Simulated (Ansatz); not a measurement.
**linear Ti chain under tension and compression**

Aim: how do moment and conductance of the linear Ti chain follow its length?

Program: Ansatz 0.2.0. Level of theory: DFT LDA, plane waves, PAW; relaxation of a chain's period, in the first sound run; inputs show where later runs differ. Results are calculated unless marked as measured.

## (1) Starting point

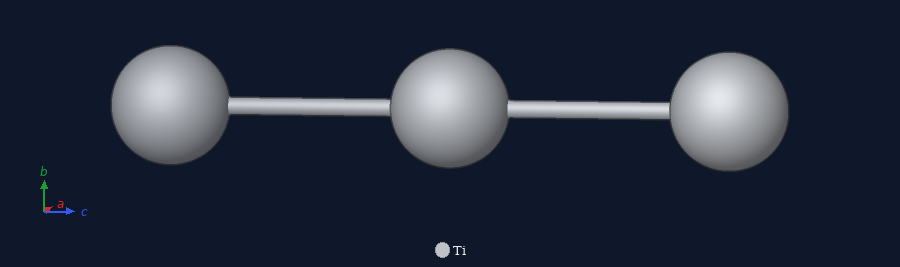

Start, viewed from the side, with the c axis across the page; titanium light grey. 1×1×2 cells are drawn. Some periodic images of atoms are drawn too.

The cell holds 1 atom: 1 Ti. Cell: a = 7.500 Å, b = 7.500 Å, c = 2.976 Å, α = 90.0°, β = 90.0°, γ = 90.0°. Vacuum lies along a and b. The structure's axis is c.

Structure file:

```cif
data_structure
_symmetry_space_group_name_H-M 'P 1'
_symmetry_Int_Tables_number 1
_cell_length_a 7.5000
_cell_length_b 7.5000
_cell_length_c 2.9760
_cell_angle_alpha 90.000
_cell_angle_beta 90.000
_cell_angle_gamma 90.000
_cell_volume 167.40
loop_
_atom_site_label
_atom_site_type_symbol
_atom_site_fract_x
_atom_site_fract_y
_atom_site_fract_z
_atom_site_occupancy
Ti1 Ti 0.50000 0.50000 0.00000 1
```

## (2) The relaxed wire

Band widths follow the bond lengths, so the chain is relaxed first. The atoms and the third cell vector are free; the box across stays fixed as vacuum. Moments are seeded so that a magnetic state can form if it lies lower. A Fermi-Dirac smearing is set since the result may be a metal. The pressure printed is a third of the stress's trace over the whole box, vacuum included; only the stress along the axis is relaxed.

The input, input.yaml:

```yaml
crystal:
  lattice:
    - [7.5, 0.0, 0.0]
    - [0.0, 7.5, 0.0]
    - [0.0, 0.0, 2.976]
  atoms:
    - { symbol: Ti, position: [0.5, 0.5, 0.0], spin: 2.0 }
magnetization:
  spin_polarized: true
kpoints:
  mp_grid: { grid: [1, 1, 27] }
scf:
  occupations: { method: fermi_dirac, width: 0.05 }
hamiltonian:
  xc: lda
relax:
  cell: { fix: [a, b, alpha, beta, gamma] }
  max_steps: 60
```

The run is started by

```
$ ansatz run input.yaml --threads 4 --pin off --max-ram 8192MiB --backend cpu --events-out ev --progress --plain --runs-dir out
```

Numbers of over 12 decimals in the logs are rounded to 6 here.

What it wrote:

```text
Engine: ansatz 0.2.0, x86_64-unknown-linux-gnu
Pseudopotentials: kind: paw
Pseudopotential: Ti, paw, valence charge 12, recommended cutoff 420 eV (normal), Ti.paw.azcp
Functional definition: SPW92
  exchange = slater_x
  correlation = pw_c
Crystal: 1 atoms, lattice volume = 167.400 Å³
Basis set: ecut = 420 eV, 3265 PW (Γ)
Bands: 11, of which v1, the nominal top of the filled ones, is band 6 counted from 1 (5 counted from 0)
Symmetry: 16 space group operations
Space group: P4/mmm (ITA 123), of the structure as read, at distance tolerance 5.5e-5 Å
Magnetic group: BNS 123.339 (UNI 999), of the structure as read, at distance tolerance 5.5e-5 Å
k-points: 14 of 27
Non-local potential: Ti, projectors of the file, l = 0: 3, l = 1: 2, l = 2: 3, l = 3: 1
PAW form: soft (Blöchl's): semilocal exchange-correlation on the pseudo side does not see the compensation charge
PAW frozen core: Ti, regenerated for the run's functional, and the local potential with it (the file was generated under x = pbe(κ = 0.804, μ = 0.219515), c = pbe(β = 0.066725))
PAW one-centre angular grid: Ti, 590 points (default); XC on 64 Gauss nodes
Initial density: superposition of atomic densities (neutral atoms: chi_scale 0, normalization atom)
Starting moments: Σ|m| = 2 μB on 1 of 1 site
Initial wavefunctions: pseudopotential atomic-orbital guess
Functional: x = slater, c = lda
SCF iter   1: F=—  HF=-2445.545401 eV  |F-HF|=—  |Δ(HF+E_count)|=         —  Δρ=1.22e-2 (↑1.22e-2 ↓6.06e-3)  dr2=1.01e0  dr2_m=4.43e-2  M=2.549 μB ∫|m|=2.549 μB  β_m=0.30  ethr=3.10e-3  ⟨swp⟩=5.4  Hψ=1776  notcnv=0
Mixer restart at iter 1: flushing history
preconditioner: auto → LDOS  [metal: Δε(μ)=0.030 eV  Ē_g=2.223 eV  σ=0.050 eV  W_gap=0.15  n_scr=12 (ndim 8)  ℏωp=5.7 eV  f_vac=0.556  D(μ)=5.32/eV (n_scr^D=34)]
spin=Collinear: LDOS preconditioning applied to the charge; magnetization (m = ρ↑ − ρ↓) channel mixes plain (no charge-response kernel on spin).
SCF iter   2: F=—  HF=-2445.628726 eV  |F-HF|=—  |Δ(HF+E_count)|=   8.33e-2  Δρ=8.20e-3 (↑8.20e-3 ↓4.09e-3)  dr2=4.35e-1  dr2_m=2.75e-2  M=2.659 μB ∫|m|=2.659 μB  β_m=0.57  ethr=3.10e-3  ⟨swp⟩=2.2  Hψ=650  notcnv=0  defer=1
SCF iter   3: F=—  HF=-2445.808480 eV  |F-HF|=—  |Δ(HF+E_count)|=   1.80e-1  Δρ=1.95e-3 (↑1.95e-3 ↓1.34e-3)  dr2=8.69e-3  dr2_m=1.52e-3  M=2.820 μB ∫|m|=2.820 μB  β_m=0.70  ethr=3.10e-3  ⟨swp⟩=2.5  Hψ=603  notcnv=0
SCF iter   4: F=—  HF=-2445.826573 eV  |F-HF|=—  |Δ(HF+E_count)|=         —  Δρ=6.53e-4 (↑6.53e-4 ↓5.53e-4)  dr2=7.39e-4  dr2_m=3.04e-4  M=2.878 μB ∫|m|=2.878 μB  β_m=0.70  ethr=7.24e-5  ⟨swp⟩=2.4  Hψ=589  notcnv=0
Mixer restart at iter 4: flushing history
SCF iter   5: F=—  HF=-2445.828124 eV  |F-HF|=—  |Δ(HF+E_count)|=   1.55e-3  Δρ=2.94e-4 (↑2.94e-4 ↓2.34e-4)  dr2=1.68e-4  dr2_m=5.02e-5  M=2.885 μB ∫|m|=2.885 μB  β_m=0.85  ethr=6.16e-6  ⟨swp⟩=1.8  Hψ=372  notcnv=0
SCF iter   6: F=—  HF=-2445.828444 eV  |F-HF|=—  |Δ(HF+E_count)|=   3.20e-4  Δρ=3.62e-5 (↑3.62e-5 ↓3.28e-5)  dr2=2.16e-6  dr2_m=1.19e-6  M=2.888 μB ∫|m|=2.888 μB  β_m=0.93  ethr=1.40e-6  ⟨swp⟩=2.5  Hψ=415  notcnv=0
SCF iter   7: F=—  HF=-2445.828448 eV  |F-HF|=—  |Δ(HF+E_count)|=   3.98e-6  Δρ=5.85e-6 (↑5.59e-6 ↓5.85e-6)  dr2=2.61e-7  dr2_m=1.80e-8  M=2.887 μB ∫|m|=2.887 μB  β_m=0.92  ethr=1.80e-8  ⟨swp⟩=2.5  Hψ=480  notcnv=0
SCF iter   8: F=—  HF=-2445.828448 eV  |F-HF|=—  |Δ(HF+E_count)|=   3.50e-8  Δρ=3.81e-6 (↑3.81e-6 ↓3.06e-6)  dr2=8.61e-8  dr2_m=3.27e-9  M=2.887 μB ∫|m|=2.887 μB  β_m=0.93  ethr=2.18e-9  ⟨swp⟩=2.3  Hψ=465  notcnv=0
SCF iter   9: F=-2445.828448 eV  HF=-2445.828448 eV  |F-HF|=8.72e-9  |Δ(HF+E_count)|=   2.94e-9  Δρ=2.89e-6 (↑2.89e-6 ↓6.07e-7)  dr2=1.06e-8  dr2_m=4.33e-9  M=2.887 μB ∫|m|=2.887 μB  ethr=7.17e-10  ⟨swp⟩=1.5  Hψ=998  notcnv=0
SCF 1 converged in 9 iterations: F = -2445.828448 eV  dr2 = 1.06e-8
  greatest PAW one-centre occupation: 0.999 electrons in one spin orbital (limit 2), on the Ti atom at site 0 (counted from 0), in its partial waves of l = 0
relax step   1: F+E_penalty+E_count = -2445.82844800 eV  Δ(F+E_penalty+E_count) = +0.000e0 eV  max|allowed force component| = 0.000e0 eV/Å  Δτ_max = 0.0000 Å  P = -1.169 GPa  Ω = 167.400 Å³  fix = [a, b, alpha, beta, gamma]  reactions: a -0.328, b -0.328 GPa  (9 SCF iters, dr2 threshold 1.00e-7 eV, accepted)
Crystal: 1 atoms, lattice volume = 159.357 Å³
Basis set: ecut = 420 eV, 3129 PW (Γ)
Initial density: handed on by an earlier stage of this run
Starting moments: Σ|m| = 2 μB on 1 of 1 site; this step starts from the density that it was given
Initial wavefunctions: those handed on with the density
iter 1 solved again at ethr=7.72e-5 eV; its pass at ethr=3.10e-3 eV (dr2=9.27e-3 eV) is discarded
SCF iter   1: F=—  HF=-2445.959205 eV  |F-HF|=—  |Δ(HF+E_count)|=         —  Δρ=1.55e-3 (↑1.55e-3 ↓7.98e-4)  dr2=9.98e-3  dr2_m=1.05e-3  M=2.888 μB ∫|m|=2.888 μB  β_m=0.30  ethr=7.72e-5  ⟨swp⟩=1.3  Hψ=2213  notcnv=0
preconditioner: auto → LDOS  [metal: Δε(μ)=0.016 eV  Ē_g=2.557 eV  σ=0.050 eV  W_gap=0.08  n_scr=12 (ndim 8)  ℏωp=5.9 eV  f_vac=0.582  D(μ)=3.72/eV (n_scr^D=20)]
spin=Collinear: LDOS preconditioning applied to the charge; magnetization (m = ρ↑ − ρ↓) channel mixes plain (no charge-response kernel on spin).
SCF iter   2: F=—  HF=-2445.959228 eV  |F-HF|=—  |Δ(HF+E_count)|=   2.28e-5  Δρ=1.12e-3 (↑1.12e-3 ↓5.11e-4)  dr2=4.47e-3  dr2_m=5.74e-4  M=2.889 μB ∫|m|=2.889 μB  β_m=0.60  ethr=7.72e-5  ⟨swp⟩=1.0  Hψ=308  notcnv=0
SCF iter   3: F=—  HF=-2445.959148 eV  |F-HF|=—  |Δ(HF+E_count)|=   7.96e-5  Δρ=2.44e-4 (↑2.44e-4 ↓1.65e-4)  dr2=8.54e-5  dr2_m=1.68e-5  M=2.895 μB ∫|m|=2.895 μB  β_m=0.70  ethr=3.72e-5  ⟨swp⟩=2.0  Hψ=438  notcnv=0
SCF iter   4: F=—  HF=-2445.959219 eV  |F-HF|=—  |Δ(HF+E_count)|=   7.03e-5  Δρ=7.03e-5 (↑7.03e-5 ↓5.73e-5)  dr2=1.34e-5  dr2_m=6.78e-7  M=2.895 μB ∫|m|=2.895 μB  β_m=0.75  ethr=7.12e-7  ⟨swp⟩=1.9  Hψ=368  notcnv=0
SCF iter   5: F=—  HF=-2445.959229 eV  |F-HF|=—  |Δ(HF+E_count)|=   1.04e-5  Δρ=1.77e-5 (↑1.77e-5 ↓1.11e-5)  dr2=4.65e-7  dr2_m=1.30e-7  M=2.896 μB ∫|m|=2.896 μB  β_m=0.78  ethr=1.12e-7  ⟨swp⟩=2.4  Hψ=408  notcnv=0
SCF iter   6: F=—  HF=-2445.959230 eV  |F-HF|=—  |Δ(HF+E_count)|=   6.25e-7  Δρ=4.34e-6 (↑4.34e-6 ↓3.01e-6)  dr2=1.03e-7  dr2_m=5.21e-9  M=2.896 μB ∫|m|=2.896 μB  β_m=0.83  ethr=3.88e-9  ⟨swp⟩=2.0  Hψ=386  notcnv=0
SCF iter   7: F=-2445.959230 eV  HF=-2445.959230 eV  |F-HF|=2.83e-8  |Δ(HF+E_count)|=   2.17e-8  Δρ=2.92e-6 (↑2.92e-6 ↓1.32e-6)  dr2=3.72e-8  dr2_m=1.48e-9  M=2.896 μB ∫|m|=2.896 μB  ethr=8.33e-10  ⟨swp⟩=2.1  Hψ=882  notcnv=0
SCF 2 converged in 7 iterations: F = -2445.959230 eV  dr2 = 3.72e-8
[...]
relax step   4: F+E_penalty+E_count = -2446.11595881 eV  Δ(F+E_penalty+E_count) = -5.992e-2 eV  max|allowed force component| = 0.000e0 eV/Å  Δτ_max = 0.0000 Å  P = -1.469 GPa  Ω = 143.036 Å³  energy of the carried Pulay correction = +3.463e-4 eV  fix = [a, b, alpha, beta, gamma]  reactions: a -0.382, b -0.382 GPa  (14 SCF iters, dr2 threshold 1.00e-7 eV, accepted)
[...]
relax step   5: F+E_penalty+E_count = -2446.30360246 eV  Δ(F+E_penalty+E_count) = -1.876e-1 eV  max|allowed force component| = 0.000e0 eV/Å  Δτ_max = 0.0000 Å  P = -1.433 GPa  Ω = 134.875 Å³  energy of the carried Pulay correction = +4.712e-4 eV  fix = [a, b, alpha, beta, gamma]  reactions: a -0.401, b -0.401 GPa  (10 SCF iters, dr2 threshold 1.00e-7 eV, accepted)
[...]
relax step   6: F+E_penalty+E_count = -2446.45439724 eV  Δ(F+E_penalty+E_count) = -1.508e-1 eV  max|allowed force component| = 0.000e0 eV/Å  Δτ_max = 0.0000 Å  P = -1.012 GPa  Ω = 126.714 Å³  energy of the carried Pulay correction = +6.012e-4 eV  fix = [a, b, alpha, beta, gamma]  reactions: a -0.419, b -0.419 GPa  (11 SCF iters, dr2 threshold 1.00e-7 eV, accepted)
[...]
relax step   7: F+E_penalty+E_count = -2446.50567790 eV  Δ(F+E_penalty+E_count) = -5.128e-2 eV  max|allowed force component| = 0.000e0 eV/Å  Δτ_max = 0.0000 Å  P = -0.160 GPa  Ω = 118.554 Å³  energy of the carried Pulay correction = +7.369e-4 eV  fix = [a, b, alpha, beta, gamma]  reactions: a -0.431, b -0.431 GPa  (9 SCF iters, dr2 threshold 1.00e-7 eV, accepted)
[...]
relax step   8: F+E_penalty+E_count = -2446.50686720 eV  Δ(F+E_penalty+E_count) = -1.189e-3 eV  max|allowed force component| = 0.000e0 eV/Å  Δτ_max = 0.0000 Å  P = -0.306 GPa  Ω = 119.760 Å³  energy of the carried Pulay correction = +7.165e-4 eV  fix = [a, b, alpha, beta, gamma]  reactions: a -0.430, b -0.430 GPa  (9 SCF iters, dr2 threshold 1.00e-7 eV, accepted)
[...]
relax step   9: F+E_penalty+E_count = -2446.50689813 eV  Δ(F+E_penalty+E_count) = -3.093e-5 eV  max|allowed force component| = 0.000e0 eV/Å  Δτ_max = 0.0000 Å  P = -0.287 GPa  Ω = 119.603 Å³  energy of the carried Pulay correction = +7.191e-4 eV  fix = [a, b, alpha, beta, gamma]  reactions: a -0.430, b -0.430 GPa  (9 SCF iters, dr2 threshold 8.13e-9 eV, accepted)
Initial wavefunctions: pseudopotential atomic-orbital guess (no wavefunctions were taken with the density)
iter 1 solved again at ethr=3.50e-7 eV; its pass at ethr=3.10e-3 eV (dr2=4.20e-5 eV) is discarded
SCF iter   1: F=—  HF=-2446.506059 eV  |F-HF|=—  |Δ(HF+E_count)|=         —  Δρ=8.73e-5 (↑6.33e-5 ↓8.73e-5)  dr2=1.13e-5  dr2_m=1.40e-6  M=0.669 μB ∫|m|=0.669 μB  β_m=0.65  ethr=3.50e-7  ⟨swp⟩=3.1  Hψ=2686  notcnv=0
preconditioner: auto → LDOS  [metal: Δε(μ)=0.034 eV  Ē_g=3.516 eV  σ=0.050 eV  W_gap=0.17  n_scr=8 (ndim 8)  ℏωp=6.8 eV  f_vac=0.601  D(μ)=2.60/eV (n_scr^D=20)]
spin=Collinear: LDOS preconditioning applied to the charge; magnetization (m = ρ↑ − ρ↓) channel mixes plain (no charge-response kernel on spin).
SCF iter   2: F=—  HF=-2446.506060 eV  |F-HF|=—  |Δ(HF+E_count)|=   7.49e-7  Δρ=2.93e-5 (↑2.93e-5 ↓2.50e-5)  dr2=2.96e-6  dr2_m=3.40e-8  M=0.670 μB ∫|m|=0.670 μB  β_m=0.47  ethr=9.42e-8  ⟨swp⟩=1.1  Hψ=314  notcnv=0
SCF iter   3: F=—  HF=-2446.506060 eV  |F-HF|=—  |Δ(HF+E_count)|=   3.75e-7  Δρ=1.89e-5 (↑1.89e-5 ↓1.53e-5)  dr2=1.13e-6  dr2_m=1.11e-7  M=0.670 μB ∫|m|=0.670 μB  β_m=0.74  ethr=2.47e-8  ⟨swp⟩=1.0  Hψ=308  notcnv=0
SCF iter   4: F=—  HF=-2446.506060 eV  |F-HF|=—  |Δ(HF+E_count)|=   6.64e-8  Δρ=7.46e-6 (↑6.62e-6 ↓7.46e-6)  dr2=2.20e-8  dr2_m=4.81e-8  M=0.671 μB ∫|m|=0.671 μB  β_m=0.77  ethr=9.40e-9  ⟨swp⟩=1.4  Hψ=335  notcnv=0
SCF iter   5: F=—  HF=-2446.506061 eV  |F-HF|=—  |Δ(HF+E_count)|=   4.16e-9  Δρ=1.05e-6 (↑9.64e-7 ↓1.05e-6)  dr2=9.13e-10  dr2_m=7.95e-10  M=0.671 μB ∫|m|=0.671 μB  β_m=0.88  ethr=1.84e-10  ⟨swp⟩=2.2  Hψ=448  notcnv=0
SCF iter   6: F=—  HF=-2446.506061 eV  |F-HF|=—  |Δ(HF+E_count)|=   1.10e-9  Δρ=5.32e-7 (↑5.32e-7 ↓4.62e-7)  dr2=9.84e-11  dr2_m=2.41e-10  M=0.671 μB ∫|m|=0.671 μB  β_m=0.76  ethr=7.61e-12  ⟨swp⟩=2.3  Hψ=418  notcnv=0
SCF iter   7: F=—  HF=-2446.506061 eV  |F-HF|=—  |Δ(HF+E_count)|=  3.05e-11  Δρ=1.62e-7 (↑1.62e-7 ↓1.59e-7)  dr2=7.51e-12  dr2_m=2.46e-11  M=0.671 μB ∫|m|=0.671 μB  β_m=0.86  ethr=1.00e-12  ⟨swp⟩=1.9  Hψ=406  notcnv=0
SCF iter   8: F=—  HF=-2446.506061 eV  |F-HF|=—  |Δ(HF+E_count)|=  1.73e-11  Δρ=4.59e-8 (↑4.59e-8 ↓1.99e-8)  dr2=4.23e-12  dr2_m=3.65e-13  M=0.671 μB ∫|m|=0.671 μB  β_m=0.59  ethr=1.00e-12  ⟨swp⟩=1.2  Hψ=314  notcnv=0
SCF iter   9: F=-2446.506061 eV  HF=-2446.506061 eV  |F-HF|=1.36e-12  |Δ(HF+E_count)|=  1.36e-12  Δρ=7.49e-9 (↑7.49e-9 ↓6.45e-9)  dr2=5.37e-14  dr2_m=3.40e-14  M=0.671 μB ∫|m|=0.671 μB  ethr=1.00e-12  ⟨swp⟩=3.8  Hψ=1107  notcnv=0
SCF 10 converged in 9 iterations: F = -2446.506061 eV  dr2 = 5.37e-14
relax step  10: F+E_penalty+E_count = -2446.50606050 eV  Δ(F+E_penalty+E_count) = +8.376e-4 eV  max|allowed force component| = 0.000e0 eV/Å  Δτ_max = 0.0000 Å  P = -0.286 GPa  Ω = 119.603 Å³  fix = [a, b, alpha, beta, gamma]  reactions: a -0.430, b -0.430 GPa  stress off target by 2.56e-3 GPa on what of the cell is left free  SCF on the basis re-selected at this cell (its energy is not comparable with the rows above)  (9 SCF iters)
basis re-selected at this cell: Δ(F+E_penalty+E_count) = +8.376e-4 eV, ΔP = +0.001 GPa vs the last step (what re-selecting the basis moved, of the pressure what is left beyond the Pulay correction that the steps carried, after the strain that the cell walked since its last selection, with what the two solves' SCF thresholds leave and, on support functions, any second-order correction that the steps lacked; it is no measure of the basis error at this ecutwfc). The dense FFT grid was sized anew with the basis: this SCF ran on 54×54×15 points, the steps before it on 54×54×20, so part of this shift can come from that change (see relax.cell in the input reference). [rest of the remark cut]
SCF converged after 9 iterations
Magnetization: 0.6709 μB (6.3355 up, 5.6645 down)
Absolute magnetization: 0.6713 μB (∫|ρ↑−ρ↓|, with the PAW one-centre terms)
Spin contamination: 0.0003 ħ² per cell (⟨S²⟩ above its minimum at these occupations)
Per-site moments (μB) at R_I (Å): [(0.358056, 0.877092)]
Free energy (F): -2446.506061 eV
Harris-Foulkes:  -2446.506061 eV  (|F-HF|=1.36e-12)
Internal energy: -2446.484805 eV  (E = F + TS)
E sigma→0 (E₀):  -2446.495433 eV
Entropy (-TS):   -0.021256 eV (-21.256 meV/atom)
Fermi energy:    -1.235933 eV
--- Per-component energies (eV) ---
  E_band       = -325.873731
  E_kinetic    = 276.583511
  E_local      = -2641.082326  (includes V_loc(G=0)·N_el)
  E_nonlocal   = 18.209623
  E_hartree    = 1158.246597
  E_xc         = -94.154839
  E_vxc        = -118.410724  (∫ρ·V_xc dr)
  E_paw        = -1002.791884  (= ΣΔE_a)
  E_vpaw       = -177.667108  (= ΣTr[D̂ρ^β])
  E_aug_tail   = 0.000101  (compensation charges beyond the density's cutoff)
  E_ewald      = -161.821538
  E_core_change = 0.325950  (= ΣΔE_core)
  E_smearing   = -0.021256  (= −TS)
  E_closure    = -0.000000  (closes the sum)
  Σ components = -2446.506061   (vs F -2446.506061, Δ=0.00e0)
--- Forces (eV/Å), atoms counted from 1 ---
  atom   1  Ti     0.00000000    -0.00000000     0.00000000
  max |Σ_I F_I| component: 2.52e-29 eV/Å
--- Stress (GPa, compression-positive) ---
       -0.430249       0.000000       0.000000
        0.000000      -0.430249       0.000000
        0.000000       0.000000       0.002557
  P = ⅓ Tr σ = -0.2860 GPa (-2.860 kbar)
--- Relaxed structure (9 steps of the walk, 9 accepted, 1 SCFs on fresh bases) ---
  F+E_penalty+E_count = -2446.50606050 eV   max|allowed force component| = 0.000e0 eV/Å   (the final SCF, on the basis selected at the relaxed cell)
  cell:  # Å, volume = 119.6034 Å³
    - [7.5, 0.0, 0.0]
    - [0.0, 7.5, 0.0]
    - [0.0, 0.0, 2.126283]
  atoms:
    - { symbol: Ti, position: [0.5, 0.5, 0.0] }
```

It took 31 s on 4 threads of AMD EPYC 7R43, shared host; peak memory 0.43 GiB.

The steps of the relaxation:

| step | energy less that of the first step (eV) | largest force component (eV/Å) | pressure (GPa) | volume (Å³) |
| --- | --- | --- | --- | --- |
| 1 | 0.0000 | 0.0000 | -1.17 | 167.40 |
| 2 | -0.1308 | 0.0000 | -0.99 | 159.36 |
| 3 | -0.2276 | 0.0000 | -0.68 | 151.20 |
| 4 | -0.2875 | 0.0000 | -1.47 | 143.04 |
| 5 | -0.4752 | 0.0000 | -1.43 | 134.88 |
| 6 | -0.6259 | 0.0000 | -1.01 | 126.71 |
| 7 | -0.6772 | 0.0000 | -0.16 | 118.55 |
| 8 | -0.6784 | 0.0000 | -0.31 | 119.76 |
| 9 | -0.6784 | 0.0000 | -0.29 | 119.60 |
| 10* | -0.6776 | 0.0000 | -0.29 | 119.60 |

Relaxation steps marked * repeat the geometry before them on a plane-wave basis chosen anew for their cell, so energy and pressure can jump there.

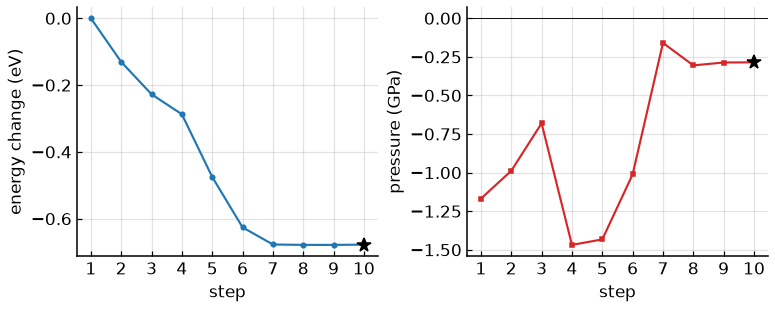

Energy and pressure along the relaxation. Stars mark steps on a basis chosen anew.

| cell as run | before | after | change |
| --- | --- | --- | --- |
| c (Å) | 2.976 | 2.126 | -28.6 % |

Final coordinates:

```cif
data_structure
_symmetry_space_group_name_H-M 'P 1'
_symmetry_Int_Tables_number 1
_cell_length_a 7.5000
_cell_length_b 7.5000
_cell_length_c 2.1263
_cell_angle_alpha 90.000
_cell_angle_beta 90.000
_cell_angle_gamma 90.000
_cell_volume 119.60
loop_
_atom_site_label
_atom_site_type_symbol
_atom_site_fract_x
_atom_site_fract_y
_atom_site_fract_z
_atom_site_occupancy
Ti1 Ti 0.50000 0.50000 0.00000 1
```

Numbers from this step:

- energy at zero smearing: -2446.4954 eV
- total moment: 0.6709 μB
- absolute moment: 0.6713 μB
- cell length along the wire: 2.126 Å

Site moment by atom:

| atom | site moment (μB) |
| --- | --- |
| Ti1 | 0.358 |

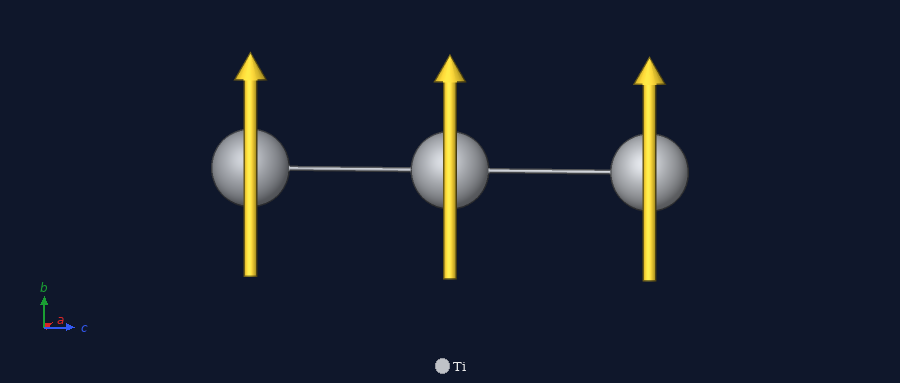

Site moment as arrows, the longest 0.358 μB. Up and down stand for the sign. Arrows give size and sign along the axis of quantisation, drawn up and down the page. 1×1×2 cells are drawn. Some periodic images of atoms are drawn too.

The cell's length comes to 2.126 Å with an absolute moment of 0.67 μB a cell. That is -29 % against the start, more than a small adjustment.

(Part 1 of 3 ends here.)

[Logs are printed without paths, hosts, clocks, repeated set-up lines and the standing remarks that a program may print on its own settings, such as how far it seeks lower states.]

[Hosts, paths, dates, database ids (printed as entryN), source tags and the programs' standing remarks are cut or masked in the printed files.]
